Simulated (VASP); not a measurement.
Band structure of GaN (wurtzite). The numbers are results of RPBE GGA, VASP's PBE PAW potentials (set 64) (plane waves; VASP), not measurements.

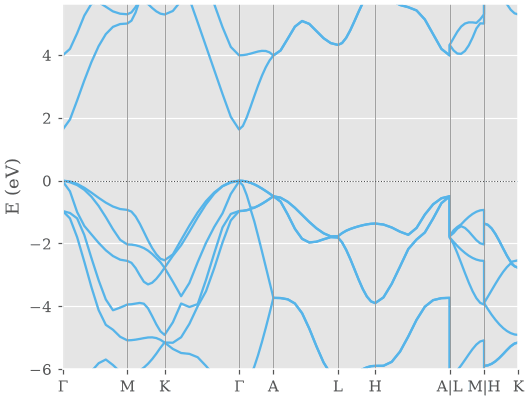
Bands along high-symmetry lines, zero at the valence-band maximum or, without a gap, the Fermi level

Q: Read the plot: is there a gap, and where are the band edges?

A: The gap is direct, 1.63 eV, from the valence maximum at Γ to the conduction minimum at Γ. (Edges off the drawn lines would not show.)

Measured: gap 3.68 eV (computed value off by -2.05 eV), as given by Wei Chen et al., Physical Review Materials (2018), doi:10.1103/physrevmaterials.2.073803 [zero-point renormalisation of 0.17 eV added back (the table's ZPR column)].

The compound is GaN in the wurtzite structure. It was relaxed first, which changed the volume by +5 %.
